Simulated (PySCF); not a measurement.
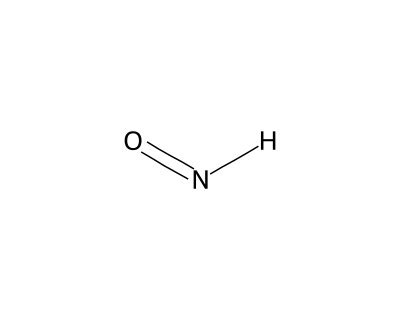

A structural formula.

Question: Give its SMILES.

Answer: N=O

Question: Give the formula, hydrogens included.

Answer: HNO.

Question: An optimisation with PBE0-D3(BJ)/def2-SVP gave a structure of which point group?

Answer: Cs.

The parts below concern this one geometry. Atoms keep their numbers from picture to picture. The computed structure is the end point of a PBE0-D3(BJ)/def2-SVP optimisation. No frequency run is at hand to confirm it as a minimum.

### NMR shielding

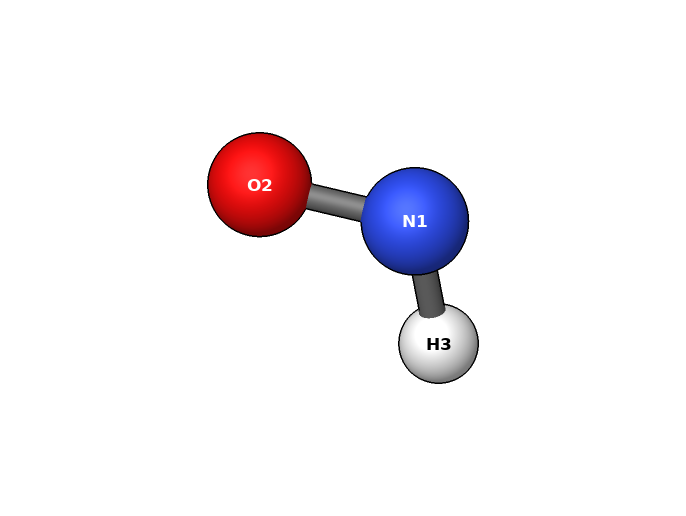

No frequency run is at hand to confirm it as a minimum. Method: GIAO CAM-B3LYP/pcSseg-2 NMR shielding, non-relativistic, gas phase (PySCF 2.14.0). Principal shieldings σ11 ≤ σ22 ≤ σ33, span Ω = σ33 − σ11, skew κ = 3(σiso − σ22)/Ω.

Give the shielding tensors of the N atoms.

```
atom      σ11     σ22   σ33     σiso       Ω      κ
  N1  −3109.5  −326.1  73.8  −1120.6  3183.2  −0.75
```

Shieldings and span in ppm.

### Electronic properties

No frequency run is at hand to confirm it as a minimum. Level of theory: PBE0/aug-cc-pVTZ, gas phase (PySCF 2.14.0). Excitations: vertical, linear response.

Predict the main results.

- dipole moment: 1.62 D
- HOMO energy (Kohn–Sham orbital): −7.13 eV
- LUMO energy (Kohn–Sham orbital): −2.84 eV
- HOMO–LUMO gap: 4.29 eV
- mean static polarisability: 14.9 bohr³
- lowest vertical singlet excitation: 1.56 eV
- its oscillator strength: 0.000
- brightest of the 10 lowest singlets: 7.79 eV
- its oscillator strength: 0.06

### Bond orders

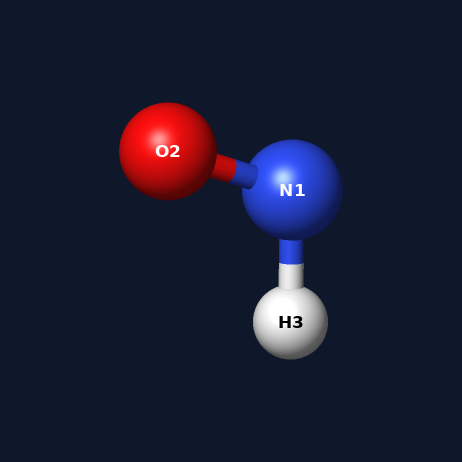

Every bond is drawn as one stick. No frequency run is at hand to confirm it as a minimum. Method: PBE0/6-31G (PySCF 2.14.0).

List the Mayer bond orders of N1–O2, N1–H3.

```csv
bond,Mayer order,length (Å)
N1–O2,1.68,1.189
N1–H3,0.80,1.071
```

### Charges

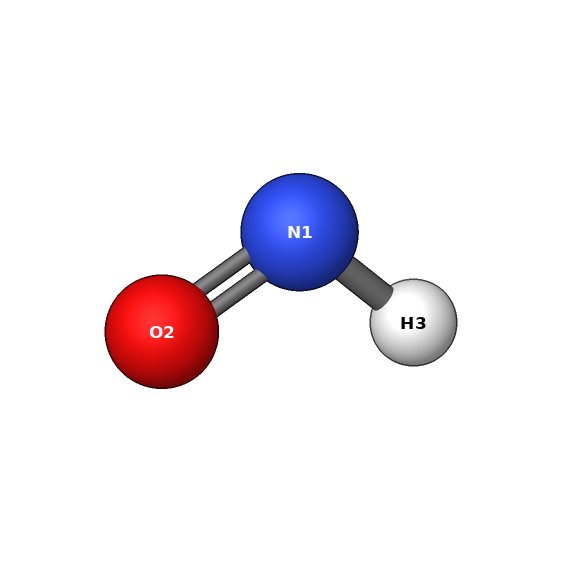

The questions are on ESP-fitted charges. No frequency run is at hand to confirm it as a minimum. Properties computed with PBE0/STO-3G, gas phase (PySCF 2.14.0).

Give the ESP-fitted charges atom by atom.

```csv
atom,value (e)
N1,−0.27
O2,0.03
H3,0.24
```
